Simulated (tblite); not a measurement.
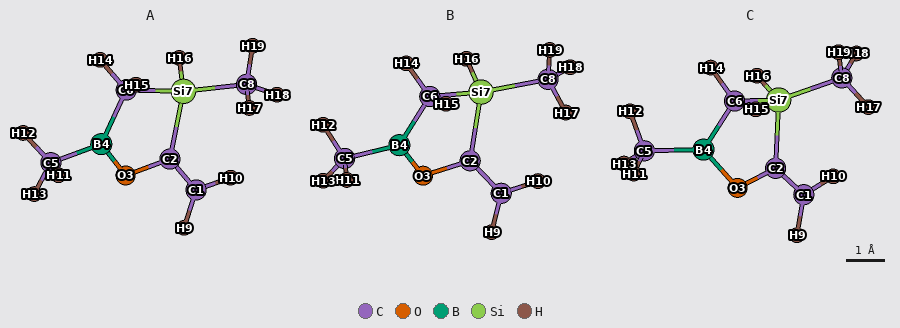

3 geometries from one relaxation of C5H11BOSi, in shuffled order. Style: ball-and-stick. Shown at a tilt.

Level of theory: GFN2-xTB geometry optimisation, gas phase (tblite). 

Q: Put them in the order of the run, from the start to the converged end.

A: C, B, A. They are steps 0, 56, 119, at +23.3 kcal/mol, +1.14 kcal/mol relative to the last. H18 moves most after the best rigid fit: 1.31 Å. By element the largest moves are H 1.31 Å, O 0.67 Å, C 0.56 Å, Si 0.28 Å, B 0.23 Å. Among the contacts that change: O3–B4 1.455 → 1.344 Å, Si7–C8 1.841 → 1.899 Å, C2–Si7 1.851 → 1.907 Å, C5–H12 1.129 → 1.087 Å. Among the angles between lasting bonds that change: O3–B4–C5 130.6° → 118.8°, H14–C6–H15 115.1° → 105.4°, B4–C6–Si7 95.1° → 102.8°. Groups turn about Si7–C8 by about 45°, O3–B4 by about 40°, B4–C6 by about 40°. Over 119 geometry steps the energy falls by 23.3 kcal/mol.
